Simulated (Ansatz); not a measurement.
**CH5AlO2: two geometries relaxed**

Are the two ends of the rotation by 180° about the Al2–O3 bond separate minima, and which lies lower? Each is relaxed from a guess. SMILES of the start: [CH3][Al]([OH])[OH].

Program: Ansatz 0.2.0. Level of theory: RKS PBE0/def2-SVP. These are calculated values, not measurements.

**1. Starting point**

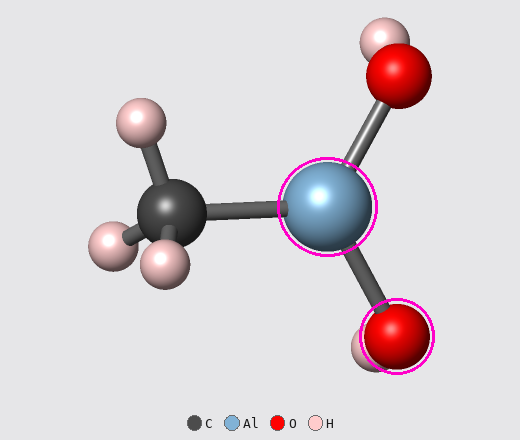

The starting structure, seen from a free direction (carbon dark grey, aluminium light blue, oxygen red, hydrogen pink). Ringed: Al2, O3.

Structure file:

```xyz
9

C     0.0160    0.9963   -0.9696
Al   -0.2301   -0.5354    0.2213
O     0.6863   -2.0659   -0.1303
O    -1.2680   -0.4328    1.6717
H    -0.3391    0.7532   -2.0269
H    -0.6749    1.8838   -0.6159
H     1.0535    1.3729   -0.9859
H     1.6082   -1.9297    0.3691
H    -0.7633   -0.0886    2.4494
```

**2. End point A**

input.yaml

```yaml
crystal:
  periodic: [false, false, false]
  atoms:
    - { symbol: C, position_ang: [0.016, 0.9963, -0.9696] }
    - { symbol: Al, position_ang: [-0.2301, -0.5354, 0.2213] }
    - { symbol: O, position_ang: [0.6863, -2.0659, -0.1303] }
    - { symbol: O, position_ang: [-1.268, -0.4328, 1.6717] }
    - { symbol: H, position_ang: [-0.3391, 0.7532, -2.0269] }
    - { symbol: H, position_ang: [-0.6749, 1.8838, -0.6159] }
    - { symbol: H, position_ang: [1.0535, 1.3729, -0.9859] }
    - { symbol: H, position_ang: [1.6082, -1.9297, 0.3691] }
    - { symbol: H, position_ang: [-0.7633, -0.0886, 2.4494] }
basis:
  gaussian: { orbitals: def2-SVP }
hamiltonian:
  xc: pbe0
relax:
  f_tol: 0.015
  max_steps: 40
```

On the command line:

```sh
ansatz run input.yaml --threads 1 --pin off --max-ram 2048MiB --backend cpu --events-out ev --progress --plain --runs-dir out
```

Log, shortened:

```text
Warning: RAYON_NUM_THREADS=1 ignored (pool sized by the plan → 1); use --threads N
[...]
Functional definition: PBE0
[...]
879 factors; integrals over basis functions are off by at most 3.9e-4 eV
[...]
mean field -11796.82009337 eV, -433.5251422596 hartree, gradient 8.6e-6 eV, S^2 0.000000; 0 other end points of the search recorded, 0 dependent functions left out
[...]
reference -11796.82012270 eV, -433.5251433372 hartree; 20, 20 occupied and 65, 65 virtual orbitals, 879 factors
relax step   1: F+E_penalty+E_count = -11796.82009337 eV  Δ(F+E_penalty+E_count) = +0.000e0 eV  max|allowed force component| = 2.970e0 eV/Å  Δτ_max = 0.0000 Å  (25 SCF iters, accepted)
[...]
relax step   3: F+E_penalty+E_count = -11797.38747256 eV  Δ(F+E_penalty+E_count) = -1.506e-1 eV  max|allowed force component| = 8.417e-1 eV/Å  Δτ_max = 0.2000 Å  (32 SCF iters, accepted)
[...]
relax step   5: F+E_penalty+E_count = -11797.57272874 eV  Δ(F+E_penalty+E_count) = -9.372e-2 eV  max|allowed force component| = 8.087e-1 eV/Å  Δτ_max = 0.1997 Å  (33 SCF iters, accepted)
[...]
relax step   7: F+E_penalty+E_count = -11797.75705081 eV  Δ(F+E_penalty+E_count) = -8.034e-2 eV  max|allowed force component| = 1.234e-1 eV/Å  Δτ_max = 0.2000 Å  (31 SCF iters, accepted)
[...]
relax step   8: F+E_penalty+E_count = -11797.76186836 eV  Δ(F+E_penalty+E_count) = -4.818e-3 eV  max|allowed force component| = 1.664e-2 eV/Å  Δτ_max = 0.0701 Å  (27 SCF iters, accepted)
[...]
relax step   9: F+E_penalty+E_count = -11797.76200501 eV  Δ(F+E_penalty+E_count) = -1.366e-4 eV  max|allowed force component| = 7.877e-3 eV/Å  Δτ_max = 0.0087 Å  (28 SCF iters, accepted)
879 factors; integrals over basis functions are off by at most 3.7e-4 eV
mean field -11797.76200501 eV, -433.5597568737 hartree, gradient 5.3e-6 eV, S^2 0.000000; 1 other end points of the search recorded, 0 dependent functions left out
[...]
reference -11797.76203313 eV, -433.5597579073 hartree; 20, 20 occupied and 65, 65 virtual orbitals, 879 factors
Total energy: -11797.76203313 eV, -433.5597579073 hartree
Atom 0 at    -0.047536     1.089637    -1.050401 Å, force     0.000983    -0.007151     0.007877 eV/Å
Atom 1 at     0.019231    -0.303629     0.291378 Å, force     0.000344     0.005881    -0.004201 eV/Å
Atom 2 at     1.007376    -1.662633     0.006253 Å, force     0.000957    -0.000502     0.001805 eV/Å
Atom 3 at    -0.906941    -0.128457     1.711506 Å, force    -0.000616    -0.001540     0.000484 eV/Å
Atom 4 at    -0.388906     0.687331    -2.017934 Å, force     0.000331     0.001381    -0.000582 eV/Å
Atom 5 at    -0.725296     1.905955    -0.759132 Å, force     0.000187     0.001405    -0.002151 eV/Å
Atom 6 at     0.953749     1.518209    -1.219245 Å, force    -0.001926     0.000998    -0.001685 eV/Å
Atom 7 at     1.152698    -2.424804     0.566128 Å, force    -0.000837    -0.001163    -0.000993 eV/Å
Atom 8 at    -0.975775    -0.727810     2.454346 Å, force     0.000577     0.000691    -0.000554 eV/Å
Dipole moment:     0.019675    -0.293721     0.276344 e Å
```

Run time: 87 s. Hardware: 1 thread of Intel Xeon at 2.50GHz (Skylake/Cascade Lake), shared host; peak memory 0.17 GiB.

Relaxation path:

```
step  energy from step 1 (eV)  largest force component (eV/Å)
   1                   0.0000                          2.9702
   2                  -0.4167                          1.3726
   3                  -0.5674                          0.8417
   4                  -0.6589                          0.4729
   5                  -0.7526                          0.8087
   6                  -0.8566                          0.6228
   7                  -0.9370                          0.1234
   8                  -0.9418                          0.0166
   9                  -0.9419                          0.0079
```

Step 1 is the start.

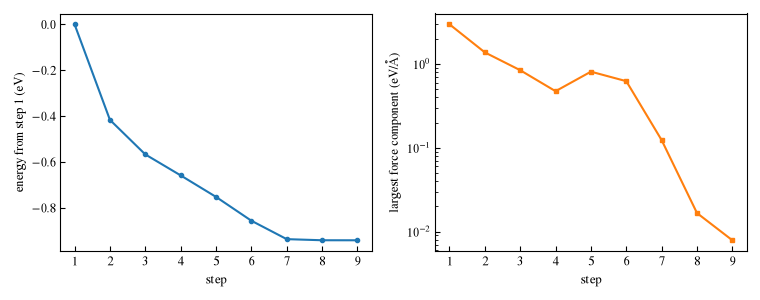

Energy and largest force along the relaxation.

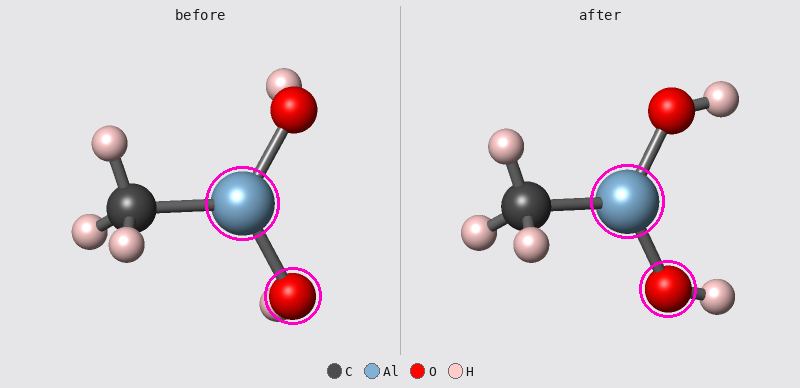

Before and after, at one scale.

After: Bond lengths: C1–Al2 1.935 Å, Al2–O3 1.704 Å, Al2–O4 1.704 Å, C1–H5 1.102 Å, C1–H6 1.100 Å, C1–H7 1.102 Å, O3–H8 0.957 Å, O4–H9 0.957 Å. Angles: C1–Al2–O3 118.6°, C1–Al2–O4 119.0°, O3–Al2–O4 122.4°, Al2–C1–H5 110.9°, Al2–C1–H6 111.8°, Al2–C1–H7 110.8°, H5–C1–H6 108.2°, H5–C1–H7 106.8°, H6–C1–H7 108.2°, Al2–O3–H8 128.7°, Al2–O4–H9 128.4°.

**3. End point B**

The second end starts from a geometry with the move made by hand.

Changes to input.yaml since step 2:

```diff
@@ -10,3 +10,3 @@
     - { symbol: H, position_ang: [1.0535, 1.3729, -0.9859] }
-    - { symbol: H, position_ang: [1.6082, -1.9297, 0.3691] }
+    - { symbol: H, position_ang: [0.01987, -2.62876, -0.72772] }
     - { symbol: H, position_ang: [-0.7633, -0.0886, 2.4494] }
```

On the command line:

```sh
ansatz run input.yaml --threads 1 --pin off --max-ram 2048MiB --backend cpu --events-out ev --progress --plain --runs-dir out
```

Log, shortened:

```text
Warning: RAYON_NUM_THREADS=1 ignored (pool sized by the plan → 1); use --threads N
[...]
[... 1 set-up line as earlier in the session ...]
[...]
879 factors; integrals over basis functions are off by at most 3.9e-4 eV
[...]
mean field -11796.85688432 eV, -433.5264943020 hartree, gradient 6.6e-6 eV, S^2 0.000000; 0 other end points of the search recorded, 0 dependent functions left out
[...]
reference -11796.85691374 eV, -433.5264953831 hartree; 20, 20 occupied and 65, 65 virtual orbitals, 879 factors
relax step   1: F+E_penalty+E_count = -11796.85688432 eV  Δ(F+E_penalty+E_count) = +0.000e0 eV  max|allowed force component| = 3.500e0 eV/Å  Δτ_max = 0.0000 Å  (25 SCF iters, accepted)
[...]
relax step   7: F+E_penalty+E_count = -11797.76099843 eV  Δ(F+E_penalty+E_count) = -4.189e-4 eV  max|allowed force component| = 7.902e-2 eV/Å  Δτ_max = 0.0232 Å  (29 SCF iters, accepted)
[...]
Total energy: -11797.76209118 eV, -433.5597600406 hartree
Atom 0 at    -0.009420     1.115423    -1.040474 Å, force     0.003038     0.000260    -0.001235 eV/Å
Atom 1 at    -0.220329    -0.409297     0.132073 Å, force    -0.000520    -0.001301     0.000269 eV/Å
Atom 2 at     0.300640    -1.936541    -0.416129 Å, force     0.000028     0.002437    -0.004080 eV/Å
Atom 3 at    -0.912600    -0.179617     1.672749 Å, force     0.003580     0.002534    -0.002710 eV/Å
Atom 4 at    -0.379504     0.891682    -2.053631 Å, force     0.001388     0.000764    -0.001099 eV/Å
Atom 5 at    -0.542520     2.000715    -0.662809 Å, force    -0.001874     0.001533     0.002356 eV/Å
Atom 6 at     1.055967     1.381193    -1.141189 Å, force    -0.003169    -0.001159    -0.000233 eV/Å
Atom 7 at     0.271665    -2.778142     0.037907 Å, force     0.000681    -0.003752     0.003308 eV/Å
Atom 8 at    -1.063629    -0.830676     2.357581 Å, force    -0.003152    -0.001316     0.003424 eV/Å
Dipole moment:    -0.032254    -0.320591     0.241732 e Å
```

Run time: 74 s. Hardware: 1 thread of Intel Xeon at 2.50GHz (Skylake/Cascade Lake), shared host; peak memory 0.17 GiB.

Step by step:

```
step  energy from step 1 (eV)  largest force component (eV/Å)
   1                   0.0000                          3.4999
   2                  -0.4272                          1.9022
   3                  -0.6430                          0.7995
   4                  -0.7817                          0.3457
   5                  -0.8632                          0.2631
   6                  -0.9037                          0.0575
   7                  -0.9041                          0.0790
   8                  -0.9052                          0.0041
```

Step 1 is the start.

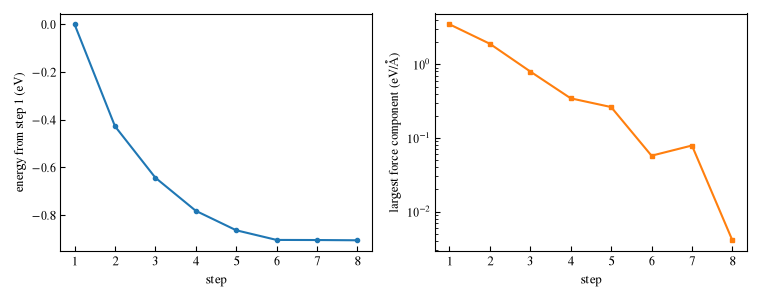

How energy and force went from step to step.

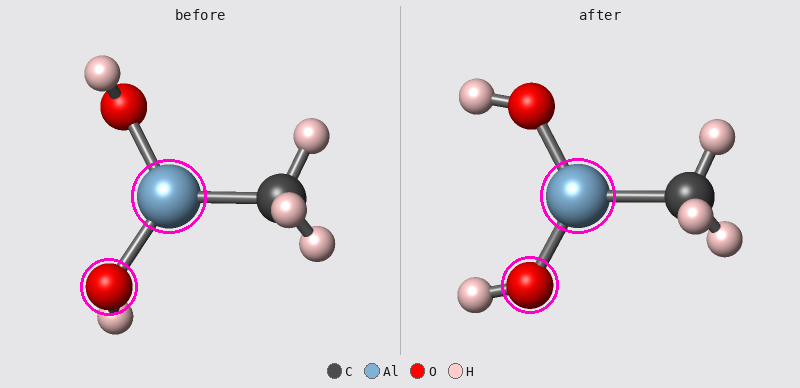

Before and after, at one scale.

After: Bond lengths: C1–Al2 1.935 Å, Al2–O3 1.704 Å, Al2–O4 1.705 Å, C1–H5 1.102 Å, C1–H6 1.100 Å, C1–H7 1.103 Å, O3–H8 0.957 Å, O4–H9 0.957 Å. Angles: C1–Al2–O3 118.5°, C1–Al2–O4 119.1°, O3–Al2–O4 122.4°, Al2–C1–H5 111.1°, Al2–C1–H6 111.9°, Al2–C1–H7 110.5°, H5–C1–H6 108.4°, H5–C1–H7 106.8°, H6–C1–H7 107.8°, Al2–O3–H8 128.8°, Al2–O4–H9 128.3°.

**4. Outcome**

```
                           quantity                    value
                              end A  8 moves, 0.942 eV lower
                              end B  7 moves, 0.905 eV lower
largest difference between the ends                   0.14 Å
            end B relative to end A                -0.000 eV
```

In words: The two relaxations end at one structure, within 0.14 Å: no second minimum was found from this start, which doesn't rule one out.
